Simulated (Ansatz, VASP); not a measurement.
# Cross-check of CdTe between VASP and Ansatz, part 2 of 2

One calculation is typed for both programs; each brings its own data sets. How far apart do they land? The cell is taken from a series of VASP runs on this material, whose earlier steps may have relaxed, scaled or displaced it; both programs get it as it stands. Valence electrons are named where the data sets of a main pair hold unlike numbers.

VASP 6.6.1 and Ansatz 0.2.0.

So far. Step 2 (Ansatz: single point, PBE with D3(BJ)): The run ends at a pressure of 0.19 GPa.

### Step 7. Ansatz: band structure, PBE with D3(BJ)

Level of this step: Ansatz beside VASP: Kohn-Sham DFT, plane waves, PBE with D3(BJ) (Ansatz).

The same cell, functional, mesh and smearing now go to Ansatz, which takes its cutoff from its data sets.

The cell is taken from a series of VASP runs on this material, whose earlier steps may have relaxed, scaled or displaced it; both programs get it as it stands.

Contents of input.yaml:

```yaml
crystal:
  lattice:
    - [0.0, 3.2547367159, 3.2547367159]
    - [3.2547367159, 0.0, 3.2547367159]
    - [3.2547367159, 3.2547367159, 0.0]
  atoms:
    - { symbol: Cd, position: [0.0, 0.0, 0.0] }
    - { symbol: Te, position: [0.25, 0.25, 0.25] }
hamiltonian:
  xc: pbe
  pseudopotentials: { kind: paw }
  dispersion: d3bj
kpoints:
  mp_grid: { grid: [5, 5, 5] }
  band_path:
    path:
      - [0.0, 0.0, 0.0]
      - [0.16667, 0.0, 0.16667]
      - [0.33333, 0.0, 0.33333]
      - [0.5, 0.0, 0.5]
      - [0.5, 0.08333, 0.58333]
      - [0.5, 0.18333, 0.68333]
      - [0.5, 0.25, 0.75]
      - [0.45, 0.3, 0.75]
      - [0.40833, 0.34167, 0.75]
      - [0.35, 0.35, 0.7]
      - [0.225, 0.225, 0.45]
      - [0.075, 0.075, 0.15]
      - [0.03333, 0.03333, 0.03333]
      - [0.23333, 0.23333, 0.23333]
      - [0.4, 0.4, 0.4]
      - [0.51667, 0.46667, 0.51667]
      - [0.55833, 0.38333, 0.55833]
      - [0.60833, 0.28333, 0.60833]
      - [0.60833, 0.25, 0.64167]
      - [0.55833, 0.25, 0.69167]
      - [0.51667, 0.25, 0.73333]
      - [0.5, 0.3, 0.7]
      - [0.5, 0.38333, 0.61667]
      - [0.5, 0.48333, 0.51667]
      - [0.475, 0.475, 0.55]
      - [0.425, 0.425, 0.65]
      - [0.38333, 0.38333, 0.73333]
      - [0.59167, 0.18333, 0.59167]
      - [0.55, 0.1, 0.55]
      - [0.5, 0.0, 0.5]
    npoints: 1
scf:
  occupations: { method: gaussian, width: 0.05 }
  n_extra_bands: 7
output:
  forces: true
  stress: true
  eigenvalues: true
```

Started as:

```console
ansatz run input.yaml --threads 2 --pin off --max-ram 4608MiB --backend cpu --events-out ev --progress --plain --runs-dir out
```

Numbers of over 12 decimals in the logs are rounded to 6 here.

The log of the run:

```text
[...]
Crystal: 2 atoms, lattice volume = 68.957 Å³
Basis set: ecut = 420 eV, 1363 PW (Γ), exchange–correlation on 64×64×64 points (8 copies of the dense FFT grid, shifted against one another)
Bands: 25, of which v1, the nominal top of the filled ones, is band 18 counted from 1 (17 counted from 0)
Symmetry: 24 space group operations
[...]
k-points: 10 of 125 (time reversal used)
[...]
k-point 0: bands = [... 14 lower, -0.7082, 7.2845, 7.2845, 7.2845, 8.0128, 11.9056, 11.9056, 11.9056, ... 3 higher]
  k-point 1: bands = [... 14 lower, -0.7093, 5.1685, 6.9859, 6.9859, 9.2056, 12.2007, 12.3340, 12.3340, ... 3 higher]
  k-point 2: bands = [... 14 lower, -0.4698, 3.2566, 6.5901, 6.5901, 9.1343, 12.5147, 12.5147, 14.0928, ... 3 higher]
  k-point 9: bands = [... 14 lower, -0.2393, 3.2644, 4.9899, 5.6039, 11.1353, 11.6644, 12.6635, 14.8825, ... 3 higher]
[key lines of the parts left out:]
SCF converged after 6 iterations
Free energy (F): -15235.974273 eV
Fermi energy:    7.650542 eV
P = ⅓ Tr σ = 0.1911 GPa (1.911 kbar)
```

Wall time 2.8 s (2 threads of Arm Neoverse V1, shared host); peak memory 0.32 GiB; 5.2 s of CPU time.

### Step 8. Differences

What differs besides the data sets and the points named for the pairs above, as far as they apply: the data sets hold 36 valence electrons in Ansatz (on its default PAW (the set named soft_2) files) and 18 in VASP. Total energies have different zeros and are not compared.

Both answers:

| quantity | Ansatz | VASP | difference |
| --- | --- | --- | --- |
| pressure (GPa) | 0.19 | 0.02 | +0.17 |
| gap over the path points (eV) | 0.728 | 0.725 | +0.004 |

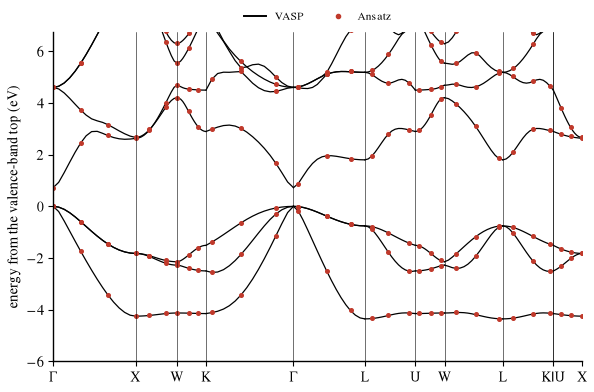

Bands from VASP (lines) and levels from Ansatz (dots). Dots without a line are higher empty bands that the VASP plot leaves out.

Levels at points of the path, from each program's valence-band top (eV; 4 filled, then empty):

| k (reciprocal lattice) | Ansatz | VASP |
| --- | --- | --- |
| 0.000 0.000 0.000 | -7.99 0.00 0.00 0.00 0.73 4.62 4.62 | -8.00 0.00 0.00 0.00 0.72 4.60 4.60 |
| 0.167 0.000 0.167 | -7.99 -1.73 -0.59 -0.59 2.45 3.74 5.55 | -8.00 -1.73 -0.59 -0.59 2.45 3.73 5.54 |
| 0.333 0.000 0.333 | -7.80 -3.43 -1.46 -1.46 2.75 3.16 7.32 | -7.81 -3.44 -1.46 -1.46 2.74 3.16 7.32 |
| 0.500 0.000 0.500 | -7.51 -4.24 -1.82 -1.82 2.64 2.68 8.75 | -7.52 -4.25 -1.82 -1.82 2.63 2.67 8.77 |
| 0.500 0.083 0.583 | -7.50 -4.21 -1.94 -1.91 2.96 2.98 8.05 | -7.50 -4.22 -1.94 -1.91 2.95 2.96 8.05 |
| 0.500 0.183 0.683 | -7.45 -4.14 -2.20 -2.09 3.84 4.02 6.37 | -7.46 -4.15 -2.20 -2.10 3.84 4.01 6.37 |
| 0.500 0.250 0.750 | -7.44 -4.12 -2.27 -2.14 4.21 4.69 5.55 | -7.45 -4.13 -2.27 -2.14 4.20 4.68 5.54 |
| 0.450 0.300 0.750 | -7.45 -4.12 -2.39 -1.88 3.69 4.54 6.11 | -7.46 -4.13 -2.40 -1.89 3.68 4.54 6.10 |
| 0.408 0.342 0.750 | -7.47 -4.14 -2.47 -1.60 3.09 4.51 6.89 | -7.47 -4.14 -2.48 -1.60 3.08 4.51 6.89 |
| 0.350 0.350 0.700 | -7.49 -4.10 -2.55 -1.38 3.00 4.92 7.07 | -7.49 -4.11 -2.56 -1.38 2.98 4.92 7.05 |

Among the levels compared at these points, filled levels agree within 9 meV and empty ones within 23 meV. Ansatz's pressure holds a Pulay correction of 0.04 GPa; VASP's holds none.

### Step 9. Further runs

Further runs change the set-up of one program: Ansatz's method, potentials or start, or VASP's data sets, cutoff or form of LDA. The table gives Ansatz less VASP for each quantity, since a change that brings one quantity closer may part another.

| run | pressure (GPa) | gap over the path points (eV) |
| --- | --- | --- |
| as above | 0.17 | 0.0038 |
| Ansatz's all-electron LAPW method | 0.18 | 0.0035 |

### Step 10. Ansatz: band structure, PBE with D3(BJ), spin-orbit coupling

Levels along a path test the potential and the projectors away from the mesh points.

The cell is taken from a series of VASP runs on this material, whose earlier steps may have relaxed, scaled or displaced it; both programs get it as it stands.

input.yaml, as its differences from that of step 7:

```diff
@@ -10,6 +10,9 @@
   xc: pbe
-  pseudopotentials: { kind: paw }
+  pseudopotentials: { kind: paw_fr }
   dispersion: d3bj
+magnetization:
+  noncollinear: true
+  spin_orbit: true
 kpoints:
-  mp_grid: { grid: [5, 5, 5] }
+  mp_grid: { grid: [4, 4, 4] }
   band_path:
@@ -49,3 +52,3 @@
   occupations: { method: gaussian, width: 0.05 }
-  n_extra_bands: 7
+  n_extra_bands: 14
 output:
@@ -54 +57,5 @@
   eigenvalues: true
+  write_density: true
+  write_potential: true
+  elf: true
+  volumetric_format: npy
```

The log of the run:

```text
[...]
non-collinear run that drives no moment, with spin-orbit: no starting moment large enough to seed its density (crystal.atoms[].spin), no starting occupations that ask for one, no magnetisation constraint and no magnetic field, so the semilocal B_xc is pinned to zero
Crystal: 2 atoms, lattice volume = 68.957 Å³
[...]
k-point 1: bands = [... 32 lower, 6.6114, 6.6114, 7.1331, 7.1513, 9.2629, 9.2629, 12.3334, 12.3334, ... 10 higher]
  k-point 2: bands = [... 32 lower, 6.2697, 6.2697, 6.7951, 6.7951, 9.1007, 9.1007, 12.4175, 12.4175, ... 10 higher]
  k-point 7: bands = [... 32 lower, 4.7249, 5.1885, 5.1947, 5.2238, 11.2755, 11.6742, 11.9723, 12.0255, ... 10 higher]
[key lines of the parts left out:]
SCF converged after 7 iterations
Magnetization: |M| = 0.0000 μB,  M = (+0.0000, +0.0000, +0.0000) μB
Free energy (F): -15241.331263 eV
Fermi energy:    7.803973 eV
P = ⅓ Tr σ = 0.3597 GPa (3.597 kbar)
```

Run time: 14 s. Hardware: 2 threads; peak memory 0.49 GiB.

### Step 11. VASP: band structure, PBE with D3(BJ), spin-orbit coupling

The same cell, functional, mesh and smearing now go to VASP, with its own data sets.

Contents of INCAR:

```
SYSTEM = CdTe
PREC = Accurate
ENCUT = 400
EDIFF = 1E-06
NELM = 100
ISMEAR = 0
SIGMA = 0.05
LREAL = .FALSE.
ALGO = Normal
GGA = PE
IVDW = 12
LNONCOLLINEAR = .TRUE.
MAGMOM = 0 0 0 0 0 0
NBANDS = 30
GGA_COMPAT = .FALSE.
LASPH = .TRUE.
LSORBIT = .TRUE.
LORBIT = 11
LWAVE = .FALSE.
LCHARG = .FALSE.
KPAR = 2
```

Contents of POSCAR:

```
CdTe
1.0
    0.0000000000      3.2547367159      3.2547367159
    3.2547367159      0.0000000000      3.2547367159
    3.2547367159      3.2547367159      0.0000000000
Cd Te
1 1
Direct
    0.0000000000      0.0000000000      0.0000000000
    0.2500000000      0.2500000000      0.2500000000
```

Contents of KPOINTS:

```
Automatic mesh
0
Gamma
4 4 4
0 0 0
```

Contents of KPOINTS_OPT:

```
Line mode
16
Line-mode
Reciprocal
  0.00000000   0.00000000   0.00000000 GAMMA
  0.50000000   0.00000000   0.50000000 X

  0.50000000   0.00000000   0.50000000 X
  0.50000000   0.25000000   0.75000000 W

  0.50000000   0.25000000   0.75000000 W
  0.37500000   0.37500000   0.75000000 K

  0.37500000   0.37500000   0.75000000 K
  0.00000000   0.00000000   0.00000000 GAMMA

  0.00000000   0.00000000   0.00000000 GAMMA
  0.50000000   0.50000000   0.50000000 L

  0.50000000   0.50000000   0.50000000 L
  0.62500000   0.25000000   0.62500000 U

  0.62500000   0.25000000   0.62500000 U
  0.50000000   0.25000000   0.75000000 W

  0.50000000   0.25000000   0.75000000 W
  0.50000000   0.50000000   0.50000000 L

  0.50000000   0.50000000   0.50000000 L
  0.37500000   0.37500000   0.75000000 K

  0.62500000   0.25000000   0.62500000 U
  0.50000000   0.00000000   0.50000000 X
```

PAW data sets: Cd and Te (PBE family, release 64).

Started as:

```console
mpirun -np 2 vasp_ncl
```

The log of the run:

```text
[... set-up lines as in an earlier step ...]
 entering main loop
       N       E                     dE             d eps       ncg     rms          rms(c)
DAV:   1     0.944553293066E+02    0.94455E+02   -0.68888E+03   600   0.838E+02
DAV:   2    -0.682432729339E+00   -0.95138E+02   -0.91598E+02   710   0.238E+02
DAV:   3    -0.504357897907E+01   -0.43611E+01   -0.43372E+01   718   0.514E+01
DAV:   4    -0.509895367779E+01   -0.55375E-01   -0.55366E-01   746   0.502E+00
[...]
DAV:  11    -0.485041440381E+01   -0.30118E-04   -0.31309E-05   734   0.598E-02    0.288E-02
DAV:  12    -0.485044348092E+01   -0.29077E-04   -0.39839E-05   624   0.356E-02    0.194E-02
DAV:  13    -0.485044440794E+01   -0.92702E-06   -0.61467E-07   620   0.686E-03
   1 F= -.55237530E+01 E0= -.55237530E+01  d E =-.225540E-11  mag=    -0.0000     0.0000    -0.0000
 Start KPOINTS_OPT (optional k-point list driver)
k-point batch [1-10\160]
       N       E                     dE             ncg
DAV:   1     0.378514860147E+03   -0.37972E+03      608
DAV:   2    -0.633037773888E+03   -0.10116E+04      674
DAV:   3    -0.680429426904E+03   -0.47392E+02      684
DAV:   4    -0.681069681491E+03   -0.64025E+00      764
DAV:   5    -0.681076641158E+03   -0.69597E-02      684
DAV:   6    -0.681076853898E+03   -0.21274E-03      764
DAV:   7    -0.681076858643E+03   -0.47457E-05      692
DAV:   8    -0.681076858792E+03   -0.14892E-06      484
[...]
k-point batch [151-160\160]
       N       E                     dE             ncg
DAV:   1     0.205635921279E+03   -0.46374E+04      616
DAV:   2    -0.725619467919E+03   -0.93126E+03      700
DAV:   3    -0.763677570719E+03   -0.38058E+02      752
DAV:   4    -0.764112858621E+03   -0.43529E+00      804
DAV:   5    -0.764116690245E+03   -0.38316E-02      734
DAV:   6    -0.764116777377E+03   -0.87132E-04      828
DAV:   7    -0.764116779535E+03   -0.21579E-05      654
DAV:   8    -0.764116779598E+03   -0.63726E-07      526
```

Parts of OUTCAR (step 11):

```text
 Edisp (eV)   -0.67331

  Total       0.09003     0.09003     0.09003     0.00000     0.00000    -0.00000
  in kB       2.09180     2.09180     2.09180     0.00000     0.00000    -0.00000
  external pressure =        2.09 kB  Pullay stress =        0.00 kB

 POSITION                                       TOTAL-FORCE (eV/Angst)
 -----------------------------------------------------------------------------------
      0.00000      0.00000      0.00000        -0.000000     -0.000000     -0.000000
      1.62737      1.62737      1.62737         0.000000      0.000000      0.000000
 -----------------------------------------------------------------------------------
    total drift:                                0.000000      0.000000      0.000000

  FREE ENERGIE OF THE ION-ELECTRON SYSTEM (eV)
  ---------------------------------------------------
  free  energy   TOTEN  =        -5.5237530374 eV

  energy  without entropy=       -5.5237530374  energy(sigma->0) =       -5.52375304

 magnetization (x)
# of ion       s       p       d       tot
------------------------------------------
    1       -0.000  -0.000  -0.000  -0.000
    2       -0.000  -0.000   0.000  -0.000
--------------------------------------------------
tot         -0.000  -0.000  -0.000  -0.000

 magnetization (y)
# of ion       s       p       d       tot
------------------------------------------
    1        0.000   0.000  -0.000  -0.000
    2        0.000   0.000   0.000   0.000
--------------------------------------------------
tot          0.000   0.000  -0.000   0.000

 magnetization (z)
# of ion       s       p       d       tot
------------------------------------------
    1       -0.000  -0.000   0.000  -0.000
    2       -0.000   0.000  -0.000  -0.000
--------------------------------------------------
tot         -0.000   0.000   0.000  -0.000

[... 1 part as in an earlier step ...]

[... 2 further parts left out ...]
[key lines of the parts left out:]
E-fermi :   2.7526
```

The run ends at a pressure of 0.21 GPa.

### Step 12. Side by side

What differs besides the data sets and the points named for the pairs above, as far as they apply: spin-orbit coupling enters by fully relativistic files in Ansatz and inside the spheres in VASP; the data sets hold 36 valence electrons in Ansatz (on its fully relativistic PAW (standard-fr) files) and 18 in VASP. Total energies have different zeros and are not compared.

Compared:

| quantity | Ansatz | VASP | difference |
| --- | --- | --- | --- |
| pressure (GPa) | 0.36 | 0.21 | +0.15 |
| gap over the path points (eV) | 0.452 | 0.449 | +0.004 |

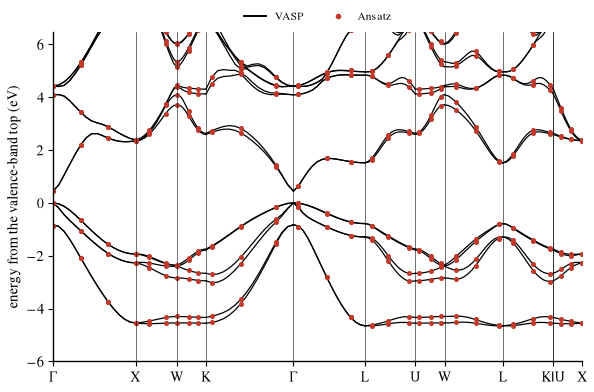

Bands from VASP (lines) and levels from Ansatz (dots). Dots without a line are higher empty bands that the VASP plot leaves out.

Levels at points of the path, from each program's valence-band top (eV; 8 filled, then empty):

| k (reciprocal lattice) | Ansatz | VASP |
| --- | --- | --- |
| 0.000 0.000 0.000 | -8.10 -8.10 -0.86 -0.86 0.00 0.00 0.00 0.00 0.45 0.45 4.09 4.09 4.44 4.44 | -8.10 -8.10 -0.83 -0.83 0.00 0.00 0.00 0.00 0.45 0.45 4.09 4.09 4.42 4.42 |
| 0.167 0.000 0.167 | -8.06 -8.06 -2.08 -2.08 -1.06 -1.06 -0.65 -0.65 2.18 2.18 3.44 3.44 5.22 5.22 | -8.07 -8.07 -2.08 -2.08 -1.05 -1.05 -0.65 -0.65 2.19 2.19 3.44 3.44 5.21 5.21 |
| 0.333 0.000 0.333 | -7.90 -7.90 -3.74 -3.74 -1.92 -1.92 -1.57 -1.57 2.46 2.46 2.88 2.88 6.92 6.92 | -7.91 -7.91 -3.74 -3.74 -1.92 -1.92 -1.57 -1.57 2.46 2.46 2.88 2.88 6.92 6.92 |
| 0.500 0.000 0.500 | -7.67 -7.67 -4.55 -4.55 -2.28 -2.28 -1.94 -1.94 2.35 2.35 2.40 2.40 8.29 8.29 | -7.68 -7.68 -4.55 -4.55 -2.27 -2.27 -1.94 -1.94 2.35 2.35 2.39 2.39 8.32 8.32 |
| 0.500 0.083 0.583 | -7.69 -7.62 -4.57 -4.47 -2.46 -2.28 -2.06 -2.03 2.61 2.67 2.69 2.76 7.60 7.76 | -7.70 -7.63 -4.57 -4.47 -2.45 -2.28 -2.06 -2.03 2.60 2.67 2.69 2.75 7.61 7.77 |
| 0.500 0.183 0.683 | -7.68 -7.56 -4.55 -4.33 -2.77 -2.39 -2.29 -2.28 3.38 3.69 3.73 3.75 6.02 6.13 | -7.69 -7.57 -4.55 -4.34 -2.76 -2.39 -2.30 -2.29 3.39 3.69 3.73 3.75 6.02 6.13 |
| 0.500 0.250 0.750 | -7.68 -7.54 -4.55 -4.29 -2.85 -2.39 -2.38 -2.35 3.70 4.10 4.40 4.45 5.16 5.35 | -7.68 -7.55 -4.54 -4.30 -2.84 -2.39 -2.38 -2.35 3.71 4.10 4.40 4.45 5.16 5.34 |
| 0.450 0.300 0.750 | -7.69 -7.56 -4.55 -4.31 -2.89 -2.55 -2.17 -2.08 3.29 3.48 4.18 4.35 5.76 5.87 | -7.70 -7.56 -4.54 -4.31 -2.88 -2.56 -2.17 -2.09 3.30 3.47 4.19 4.35 5.76 5.87 |
| 0.408 0.342 0.750 | -7.70 -7.57 -4.55 -4.32 -2.94 -2.64 -1.89 -1.83 2.76 2.83 4.13 4.32 6.54 6.62 | -7.71 -7.58 -4.55 -4.33 -2.93 -2.64 -1.89 -1.83 2.75 2.83 4.14 4.32 6.54 6.62 |
| 0.350 0.350 0.700 | -7.72 -7.58 -4.53 -4.28 -3.02 -2.71 -1.66 -1.63 2.68 2.74 4.50 4.76 6.70 6.77 | -7.73 -7.59 -4.53 -4.29 -3.02 -2.71 -1.66 -1.63 2.67 2.73 4.51 4.76 6.70 6.76 |

Among the levels compared at these points, filled levels agree within 28 meV and empty ones within 34 meV. Ansatz's pressure holds a Pulay correction of 0.04 GPa; VASP's holds none.

### Step 13. Outcome

```json
{"difference in gap on the k mesh (single point, PBE with D3(BJ))": "0.0033 eV", "largest difference of a filled level at the path points (band structure, PBE with D3(BJ))": "9.3 meV", "largest difference of a filled level at the path points (band structure, PBE with D3(BJ), spin-orbit coupling)": "28 meV"}
```

What this shows: The largest difference of a filled level at the path points is 28 meV (band structure, PBE with D3(BJ), spin-orbit coupling), within the 80 meV picked in this series as the mark of a large difference. The data sets hold unlike numbers of valence electrons (36 in Ansatz and 18 in VASP), so part of the differences comes from the potentials. For single point, PBE with D3(BJ), no further run moves any of the tabulated differences by more than a quarter of its size. For band structure, PBE with D3(BJ), no further run moves any of the tabulated differences by more than a quarter of its size. Such differences can come from data sets, numerical settings and the points named under the comparisons, not from the functional's error against experiment.

[Lines on the potential files, build, host, timing and source positions are cut from VASP's logs without a mark.]

[Logs are printed without paths, hosts, clocks, repeated set-up lines and the standing remarks that a program may print on its own settings, such as how far it seeks lower states.]

[Hosts, paths, dates, database ids (printed as entryN), source tags and the programs' standing remarks are cut or masked in the printed files.]
